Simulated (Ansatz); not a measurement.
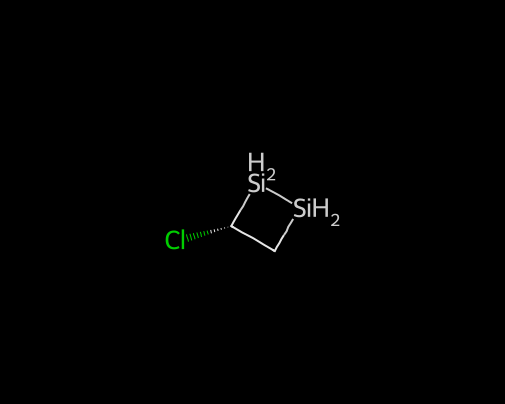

The picture comes from a calculation with Ansatz.

2D structure.

Q: Give its SMILES.

A: Cl[C@H]1C[SiH2][SiH2]1

Q: What is the molecular formula?

A: C2H7ClSi2.

Q: An optimisation with PBE0-D4/def2-TZVP gave a structure of which point group?

A: C1.
